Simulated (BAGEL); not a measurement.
**One shape, several levels: [BSiNH7]− (SMILES [BH3-]N[SiH3])**

We compute a comparison of 4 runs (B3LYP/6-31G*, B3LYP/def2-SVPD, PBE0/def2-SVPD, RI-MP2/def2-SVPD) of [BSiNH7]−. 

The calculation is run with BAGEL 1.2.2.

## (1) The structure to begin with

The species is [BSiNH7]− (10 atoms), meant as a singlet with charge -1. SMILES: `[BH3-]N[SiH3]`. The coordinates come from a GFN2-xTB relaxation.

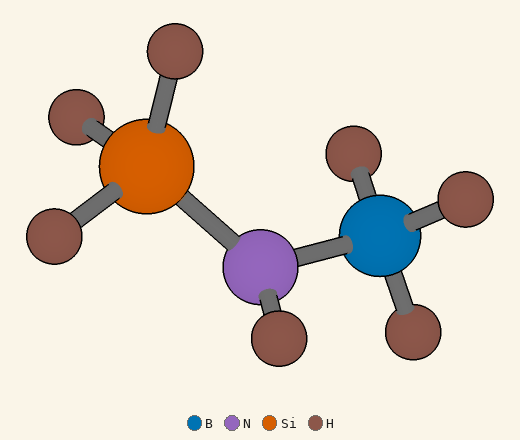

The structure, seen from a chosen angle (boron blue, nitrogen purple, silicon orange, hydrogen brown).

## (2) The energy at B3LYP/6-31G(d) (density fitting with qzvpp-jkfit, spherical functions) (run 1)

input.json

```json
{ "bagel" : [

{
  "title" : "molecule",
  "basis" : "6-31gs.json",
  "df_basis" : "qzvpp-jkfit",
  "angstrom" : true,
  "geometry" : [
    { "atom" : "B", "xyz" : [   -0.793150,    0.869830,   -0.924190 ] },
    { "atom" : "N", "xyz" : [    0.010570,   -0.395850,   -0.473620 ] },
    { "atom" : "Si", "xyz" : [    0.646720,   -0.688680,    1.046850 ] },
    { "atom" : "H", "xyz" : [   -1.530790,    0.547840,   -1.845470 ] },
    { "atom" : "H", "xyz" : [   -1.439730,    1.284740,    0.017350 ] },
    { "atom" : "H", "xyz" : [   -0.014500,    1.739080,   -1.310270 ] },
    { "atom" : "H", "xyz" : [    0.515080,   -0.786550,   -1.255720 ] },
    { "atom" : "H", "xyz" : [    1.373650,   -1.992680,    1.003330 ] },
    { "atom" : "H", "xyz" : [   -0.411740,   -0.814970,    2.071310 ] },
    { "atom" : "H", "xyz" : [    1.643890,    0.237240,    1.670420 ] }
  ]
},
{ "title" : "ks", "xc_func" : "b3lyp", "charge" : -1 },
{ "title" : "print", "file" : "orbitals.molden", "orbitals" : true }

]}
```

The basis set 6-31G* is read from a file made from the Basis Set Exchange's data (not shown).

The run is started by

```bash
$ BAGEL_NUM_THREADS=1 BAGEL input.json > input.out
```

The program printed:

```text
* using 1 threads per process

  ===============================================================
  ===============================================================

  *** Geometry ***

  { "atom" : "B", "xyz" : [     -1.498836,      1.643740,     -1.746466 ] },
  { "atom" : "N", "xyz" : [      0.019974,     -0.748048,     -0.895012 ] },
  { "atom" : "Si", "xyz" : [      1.222124,     -1.301417,      1.978260 ] },
  { "atom" : "H", "xyz" : [     -2.892774,      1.035268,     -3.487433 ] },
  { "atom" : "H", "xyz" : [     -2.720695,      2.427807,      0.032787 ] },
  { "atom" : "H", "xyz" : [     -0.027401,      3.286385,     -2.476051 ] },
  { "atom" : "H", "xyz" : [      0.973360,     -1.486364,     -2.372967 ] },
  { "atom" : "H", "xyz" : [      2.595822,     -3.765619,      1.896019 ] },
  { "atom" : "H", "xyz" : [     -0.778076,     -1.540070,      3.914209 ] },
  { "atom" : "H", "xyz" : [      3.106502,      0.448319,      3.156636 ] },

  Number of auxiliary basis functions:      406

  Since a DF basis is specified, we compute 2- and 3-index integrals:
    o Being stored without compression. Storage requirement is 0.012 GB

  Number of basis functions:       60
  Number of electrons      :       33

    * METHOD: MOLECULE                             0.15

  *** Kohn-Sham DFT ***

    * Removing 17230 points whose weight is below 1.00e-10
    * Grid points: 131830

  === Nuclear Repulsion ===
   106.5880879341

       - DIIS with orbital gradients will be used.

  === KS iteration (b3lyp / 6-31gs.json) ===
      0       -342.58166954          0.14112360           0.31
      1       -248.60707593          0.22109295           0.30
      2       -307.05759647          0.13952876           0.36
      3       -352.42276106          0.16788249           0.30
      4       -371.32899775          0.05770313           0.30
      5       -365.86510406          0.10174444           0.30
      6       -372.18392431          0.05965951           0.30
      7       -367.17075873          0.10503011           0.30
      8       -373.07762556          0.02762220           0.31
      9       -373.33149616          0.00567851           0.32
     10       -373.34073290          0.00338217           0.35
     11       -373.34454759          0.00070273           0.30
     12       -373.34471363          0.00006182           0.29
     13       -373.34471471          0.00001497           0.29
     14       -373.34471478          0.00000380           0.29
     15       -373.34471478          0.00000238           0.29
     16       -373.34471478          0.00000026           0.29
     17       -373.34471478          0.00000005           0.30
     18       -373.34471478          0.00000002           0.30
     19       -373.34471478          0.00000001           0.30
    * SCF iteration converged.

    * Permanent dipole moment:
           (   -1.282122,     1.388871,    -0.944486) a.u.

    * METHOD: KS                                   6.74

    * METHOD: PRINT                                0.01

  ===============================================================
```

It took 7.2 s on 1 thread of Intel Xeon at 2.60GHz (Ice Lake), shared host; peak memory 0.38 GiB.

## (3) A single-point energy at B3LYP/def2-SVPD (density fitting with qzvpp-jkfit) (run 2)

dft.json

```json
{ "bagel": [

{
  "title": "molecule",
  "basis": "def2-svpd.json",
  "df_basis": "qzvpp-jkfit",
  "angstrom": true,
  "geometry": [
    { "atom": "B", "xyz": [      -0.793150,       0.869830,      -0.924190 ] },
    { "atom": "N", "xyz": [       0.010570,      -0.395850,      -0.473620 ] },
    { "atom": "Si", "xyz": [       0.646720,      -0.688680,       1.046850 ] },
    { "atom": "H", "xyz": [      -1.530790,       0.547840,      -1.845470 ] },
    { "atom": "H", "xyz": [      -1.439730,       1.284740,       0.017350 ] },
    { "atom": "H", "xyz": [      -0.014500,       1.739080,      -1.310270 ] },
    { "atom": "H", "xyz": [       0.515080,      -0.786550,      -1.255720 ] },
    { "atom": "H", "xyz": [       1.373650,      -1.992680,       1.003330 ] },
    { "atom": "H", "xyz": [      -0.411740,      -0.814970,       2.071310 ] },
    { "atom": "H", "xyz": [       1.643890,       0.237240,       1.670420 ] }
  ]
},

{ "title": "ks", "xc_func": "b3lyp", "charge": -1 },

{ "title": "print", "file": "orbitals.molden", "orbitals": true }

]}
```

The basis set def2-SVPD is read from a file made from the Basis Set Exchange's data (not shown).

The run is started by

```bash
$ BAGEL_NUM_THREADS=1 BAGEL dft.json > dft.out
```

The program printed:

```text
* using 1 threads per process

  ===============================================================
  ===============================================================

  *** Geometry ***

  { "atom" : "B", "xyz" : [     -1.498836,      1.643740,     -1.746466 ] },
  { "atom" : "N", "xyz" : [      0.019974,     -0.748048,     -0.895012 ] },
  { "atom" : "Si", "xyz" : [      1.222124,     -1.301417,      1.978260 ] },
  { "atom" : "H", "xyz" : [     -2.892774,      1.035268,     -3.487433 ] },
  { "atom" : "H", "xyz" : [     -2.720695,      2.427807,      0.032787 ] },
  { "atom" : "H", "xyz" : [     -0.027401,      3.286385,     -2.476051 ] },
  { "atom" : "H", "xyz" : [      0.973360,     -1.486364,     -2.372967 ] },
  { "atom" : "H", "xyz" : [      2.595822,     -3.765619,      1.896019 ] },
  { "atom" : "H", "xyz" : [     -0.778076,     -1.540070,      3.914209 ] },
  { "atom" : "H", "xyz" : [      3.106502,      0.448319,      3.156636 ] },

  Number of auxiliary basis functions:      406

  Since a DF basis is specified, we compute 2- and 3-index integrals:
    o Being stored without compression. Storage requirement is 0.047 GB

  Number of basis functions:      120
  Number of electrons      :       33

    * METHOD: MOLECULE                             0.22

  *** Kohn-Sham DFT ***

    * Removing 17230 points whose weight is below 1.00e-10
    * Grid points: 131830

  === Nuclear Repulsion ===
   106.5880879341

       - DIIS with orbital gradients will be used.

  === KS iteration (b3lyp / def2-svpd.json) ===
      0       -340.10235286          0.09438505           0.54
      1       -253.74564261          0.14990826           0.59
      2       -308.79760249          0.10091466           0.52
      3       -351.84797301          0.12278399           0.57
      4       -369.99233019          0.07422143           0.52
      5       -372.38172670          0.03779342           0.51
[... 13 lines of this table left out ...]
     19       -373.23985404          0.00000001           0.52
     20       -373.23985404          0.00000000           0.51
    * SCF iteration converged.

    * Permanent dipole moment:
           (   -1.259481,     1.399677,    -0.981523) a.u.

    * METHOD: KS                                  12.03

    * METHOD: PRINT                                0.03

  ===============================================================
```

Run time: 13 s. Hardware: 1 thread of Intel Xeon at 2.60GHz (Ice Lake), shared host; peak memory 0.69 GiB.

Run 3 isn't shown in full; the table further down has it.

## (4) A single-point energy at RI-MP2/def2-SVPD (density fitting with qzvpp-jkfit) (run 4)

calc.json

```json
{ "bagel": [

{
  "title": "molecule",
  "basis": "def2-svpd.json",
  "df_basis": "qzvpp-jkfit",
  "angstrom": "true",
  "geometry": [
    { "atom": "B", "xyz": [      -0.793150,       0.869830,      -0.924190 ] },
    { "atom": "N", "xyz": [       0.010570,      -0.395850,      -0.473620 ] },
    { "atom": "Si", "xyz": [       0.646720,      -0.688680,       1.046850 ] },
    { "atom": "H", "xyz": [      -1.530790,       0.547840,      -1.845470 ] },
    { "atom": "H", "xyz": [      -1.439730,       1.284740,       0.017350 ] },
    { "atom": "H", "xyz": [      -0.014500,       1.739080,      -1.310270 ] },
    { "atom": "H", "xyz": [       0.515080,      -0.786550,      -1.255720 ] },
    { "atom": "H", "xyz": [       1.373650,      -1.992680,       1.003330 ] },
    { "atom": "H", "xyz": [      -0.411740,      -0.814970,       2.071310 ] },
    { "atom": "H", "xyz": [       1.643890,       0.237240,       1.670420 ] }
  ]
},

{ "title": "hf", "charge": -1 },

{ "title": "mp2", "charge": -1, "ncore": 7 }

]}
```

The basis set def2-SVPD is read from a file made from the Basis Set Exchange's data (not shown).

The run is started by

```bash
$ BAGEL_NUM_THREADS=1 BAGEL calc.json > calc.out
```

The program printed:

```text
* using 1 threads per process

  ===============================================================
  ===============================================================

  *** Geometry ***

  { "atom" : "B", "xyz" : [     -1.498836,      1.643740,     -1.746466 ] },
  { "atom" : "N", "xyz" : [      0.019974,     -0.748048,     -0.895012 ] },
  { "atom" : "Si", "xyz" : [      1.222124,     -1.301417,      1.978260 ] },
[... 6 lines of this table left out ...]
  { "atom" : "H", "xyz" : [      3.106502,      0.448319,      3.156636 ] },

  Number of auxiliary basis functions:      406

  Since a DF basis is specified, we compute 2- and 3-index integrals:
    o Being stored without compression. Storage requirement is 0.047 GB

  Number of basis functions:      120
  Number of electrons      :       33

    * METHOD: MOLECULE                             0.22

  *** RHF ***

  === Nuclear Repulsion ===
   106.5880879341

      * DIIS with orbital gradients will be used.

  === RHF iteration (def2-svpd.json) ===
      0       -371.77402430          0.01935915           0.06
      1       -371.92392449          0.01381928           0.06
      2       -372.01216552          0.00157983           0.06
[... 9 lines of this table left out ...]
     12       -372.01444637          0.00000000           0.06
    * SCF iteration converged.

    * Permanent dipole moment:
           (   -1.335787,     1.431347,    -1.059269) a.u.

    * METHOD: HF                                   0.97

  *** RHF ***

  === Nuclear Repulsion ===
   106.5880879341

      * DIIS with orbital gradients will be used.

  === RHF iteration (def2-svpd.json) ===
      0       -372.01444637          0.00000000           0.06
    * SCF iteration converged.

    * Permanent dipole moment:
           (   -1.335787,     1.431347,    -1.059269) a.u.

  === DF-MP2 calculation ===

    * freezing 7 orbitals
    * 3-index integral transformation done
    * assembly done

      MP2 correlation energy:   -0.4224001934      0.04

      MP2 total energy:       -372.4368465608

    * METHOD: MP2                                  0.19

  ===============================================================
```

Wall time 1.6 s (1 thread of Intel Xeon at 2.60GHz (Ice Lake), shared host); peak memory 0.14 GiB.

## (5) The series

| run | level | frozen core orbitals | energy (Eh) | HOMO energy (eV) | LUMO energy (eV) | HOMO–LUMO gap (eV) | wall time |
| --- | --- | --- | --- | --- | --- | --- | --- |
| 1 | B3LYP/6-31G* (density fitting with qzvpp-jkfit, spherical functions) | – | -373.344715 | -0.23 | 5.50 | 5.73 | 7.2 s |
| 2 | B3LYP/def2-SVPD (density fitting with qzvpp-jkfit) | – | -373.239854 | -0.87 | 4.13 | 5.00 | 13 s |
| 3 | PBE0/def2-SVPD (density fitting with qzvpp-jkfit) | – | -372.973480 | -1.05 | 4.37 | 5.41 | 12 s |
| 4 | RI-MP2/def2-SVPD (density fitting with qzvpp-jkfit) | 7 | -372.436847 | – | – | – | 1.6 s |

## (6) What came out

| quantity | value |
| --- | --- |
| run 4: total energy | -372.43685 Eh |
| run 4: correlation energy (7 core orbitals frozen) | -422.4 mEh |

What this shows: Over runs 1, 2, 3 the HOMO–LUMO gap runs from 5.00 eV (B3LYP/def2-SVPD) to 5.73 eV (B3LYP/6-31G*). The empty levels of an anion lie above zero and hang on the basis. Totals of different functionals can't be ranked against each other. All runs together took 33 s, the longest 13 s.
